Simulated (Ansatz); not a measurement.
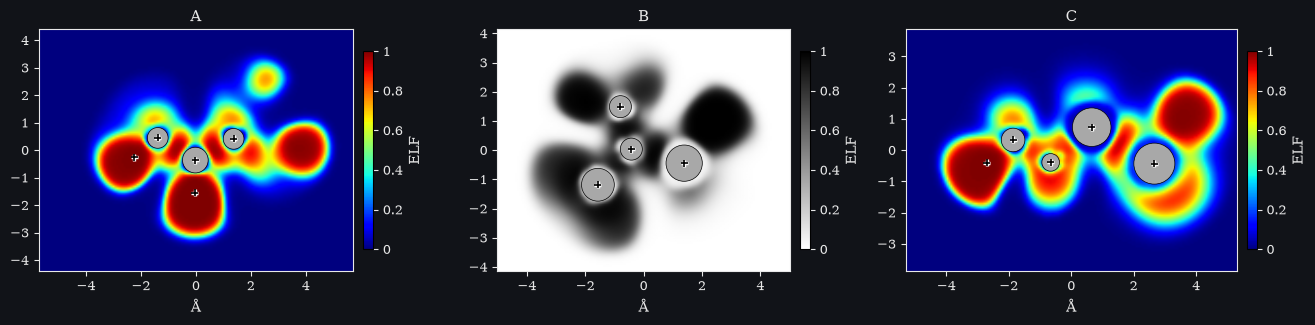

The ELF of 3 systems, each on a plane through atoms (crosses mark nuclei in the plane; grey discs cover the cores).

The calculation used SCF r2SCAN, Gaussian basis (Ansatz).

System 1: C$_{2}$H$_{7}$NSSi, the plane of atoms C1, C2 and S3. Not at a stationary point (largest force 1.3 eV/Å).

```xyz
12

C     1.7866    0.8258    0.1229
C     0.8937   -0.3761    0.0006
S     1.4703   -1.8783   -0.4587
Si   -0.9220   -0.2167    0.4357
N    -1.9359   -0.1943   -0.9339
H     1.2771    1.7210   -0.2472
H     2.0452    0.9803    1.1757
H     2.7119    0.7018   -0.4484
H    -1.4228   -1.3369    1.2629
H    -1.1992    1.0401    1.1657
H    -1.8006   -1.0614   -1.4506
H    -2.9046   -0.2054   -0.6248
```

System 2: C$_{4}$H$_{9}$B (SMILES CBC1CC1), the plane of atoms C1, B2 and H9. 

```xyz
14

C     1.9647    0.7824   -0.1563
B     0.9982   -0.3826    0.3227
C    -0.3940   -0.6320   -0.4173
C    -1.5915   -0.8396    0.4968
C    -1.4161    0.4807   -0.2324
H     1.4604    1.7622   -0.0281
H     2.2204    0.6360   -1.2260
H     2.8944    0.7671    0.4490
H     1.3438   -1.1157    1.1825
H    -0.4403   -1.1319   -1.4077
H    -2.3888   -1.4849    0.0710
H    -1.4000   -0.7770    1.5903
H    -2.1171    0.6142   -1.0834
H    -1.1340    1.3213    0.4387
```

System 3: CH$_{9}$AsOSi$_{2}$, the plane of atoms O2, Si3 and As4. Not at a stationary point (largest force 1.4 eV/Å).

```yaml
atoms:
  - { symbol: C, position_ang: [2.0747, -1.4565, -0.1600] }
  - { symbol: O, position_ang: [1.0334, -0.9303, 0.6233] }
  - { symbol: Si, position_ang: [0.7620, 0.7108, 0.1455] }
  - { symbol: As, position_ang: [-1.0653, 1.5501, 1.3027] }
  - { symbol: Si, position_ang: [-2.5381, 0.2051, 0.1160] }
  - { symbol: H, position_ang: [1.8024, -1.4760, -1.2396] }
  - { symbol: H, position_ang: [2.2513, -2.5062, 0.1522] }
  - { symbol: H, position_ang: [3.0267, -0.9011, -0.0002] }
  - { symbol: H, position_ang: [1.9472, 1.5239, 0.4581] }
  - { symbol: H, position_ang: [0.4894, 0.7765, -1.2989] }
  - { symbol: H, position_ang: [-1.2383, 2.7406, 0.3040] }
  - { symbol: H, position_ang: [-2.3594, -1.1947, 0.5292] }
  - { symbol: H, position_ang: [-3.9185, 0.6293, 0.3919] }
  - { symbol: H, position_ang: [-2.2677, 0.3286, -1.3241] }
```

Which map belongs to which system?

Panel A is system 2, C$_{4}$H$_{9}$B: the plane holds C, B and H. C–B (1.59 Å): the ELF peaks at about 1 between the atoms, as expected for a shared electron pair. Panel B is system 1, C$_{2}$H$_{7}$NSSi: the plane holds C, S and Si. C–C (1.50 Å): the ELF peaks at about 0.95 between the atoms, as expected for a shared electron pair. Panel C is system 3, CH$_{9}$AsOSi$_{2}$: the plane holds C, O, Si, As and H. C–O (1.41 Å): the ELF peaks at about 0.85 between the atoms (a shared but strongly polarised pair).
